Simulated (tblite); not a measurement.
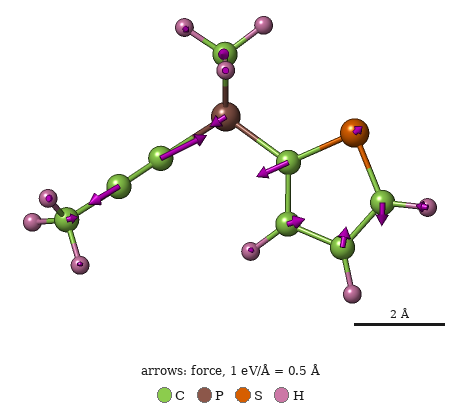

Starting geometry of C8H9PS with the computed forces as purple arrows. Style: ball-and-stick. Shown face on.

All numbers below come from tblite 0.8.0, GFN2-xTB geometry optimisation, gas phase. 

Q: What follows when this structure is relaxed?

A: It isn't relaxed: the largest force vector, on a C atom, is 2.36 eV/Å. The final displacements follow the starting forces only in part (cosine between the two patterns 0.32). The atom that moves furthest after the best rigid fit is a C atom (0.12 Å). Largest moves by element: C 0.12 Å, H 0.09 Å, S 0.09 Å, P 0.05 Å. Among the contacts that change: C–P 1.834 → 1.766 Å, C–S 1.706 → 1.737 Å, C–P 1.845 → 1.821 Å, C–C 1.468 → 1.445 Å. Bond angles that change, for instance: C–C–P 178.6° → 173.3°, C–P–C 101.9° → 96.9°, P–C–C 123.7° → 127.4°. Over 40 geometry steps the energy falls by 0.188 eV. The run took 0.23 s on 1 thread of AMD EPYC 9R45 96-Core Processor, on a shared host.
